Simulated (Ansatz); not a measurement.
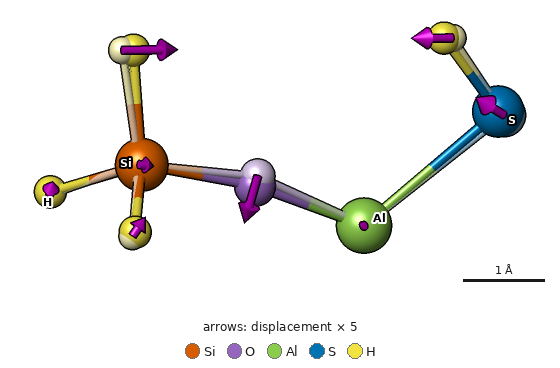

This is a relaxation of AlSiH4SO (multiplicity 2). The starting structure is drawn faded, the final one solid; purple arrows show the displacements, 5 times their true length. The two geometries are superimposed by the best rigid fit.

Style: ball-and-stick. Shown at a tilt.

The start comes from PBE-D4/def2-SVP.

All numbers below come from UKS PBE0-D4/def2-TZVP in Ansatz. (force threshold 0.005 eV/Å; at most 150 steps)

> Describe the change and its energy.

The energy falls by 5.71 kJ/mol in 12 accepted moves (13 points after the start). The largest force component goes from 0.73 to 0.0015 eV/Å. The line search rejected the trial step at point 4 of the run. The largest move after the best rigid fit is that of an H atom, 0.16 Å. Largest moves by element: H 0.16 Å, O 0.13 Å, S 0.11 Å, Si 0.05 Å, Al 0.02 Å. Some distances before and after: O–Si 1.667 → 1.627 Å, Al–O 1.721 → 1.685 Å, Al–S 2.225 → 2.204 Å, H–S 1.366 → 1.347 Å. Among the angles between lasting bonds that change: Si–O–Al 162.8° → 171.2°. The run took 37 s on 4 threads of Intel Xeon Platinum 8488C, with other jobs on the host.
